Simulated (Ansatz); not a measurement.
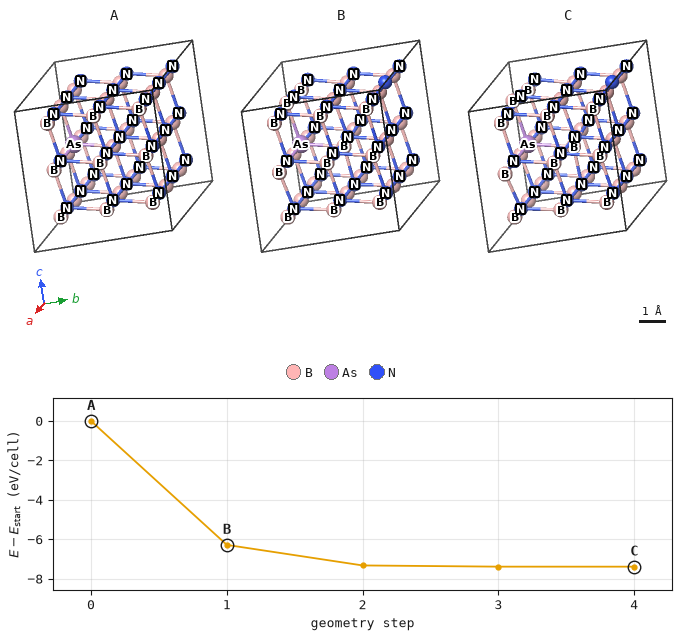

Frames of a relaxation of a defect cell of composition B$_{27}$AsN$_{26}$, marked on the history of the run. Style: ball-and-stick. Shown: the cell of the calculation (origin shifted), slightly off an axis.

Level of theory: DFT, PBE, plane-wave PAW, default files, scalar-relativistic, frozen cores in Ansatz 0.2.0. Settings: plane-wave cutoff 420 eV; k-point mesh 4 × 4 × 4; occupations fermi dirac; smearing width 0.01 eV; no spin polarisation; potentials kind: paw, frozen_core: stored; atoms relaxed in a fixed cell; force threshold 0.02 eV/Å; at most 50 steps.

### Describe the path.

The largest moves, 0.24 Å, are those of B atoms. By element the largest moves are B 0.24 Å, N 0.05 Å. As stays in place. The cell stays as it was. Near-neighbour distances that change, for instance: As–B 1.565 → 1.804 Å, B–N 1.565 → 1.516 Å, B–N 1.565 → 1.537 Å, B–N 1.565 → 1.560 Å. Among the angles between lasting bonds that change: B–N–B 109.5° → 101.6°, As–B–N 109.5° → 102.3°, N–B–N 109.5° → 115.6°. After 4 geometry steps the energy has fallen by 7.383 eV per cell of the calculation. The largest force component goes from 9.8 to 0.0092 eV/Å. Cost: 33 s on 4 threads of Intel(R) Xeon(R) Platinum 8488C (Sapphire Rapids), with other jobs on the host, peak memory 1.7 GiB. From step 0 to 1: B atoms move most (0.14 Å), energy −6.279 eV per cell of the calculation. From step 1 to 4: B atoms move most (0.10 Å), energy −1.104 eV per cell of the calculation.

Limits of the set-up: the periodic images lie only 7.7 Å apart, so the values are limited by the cell's size.
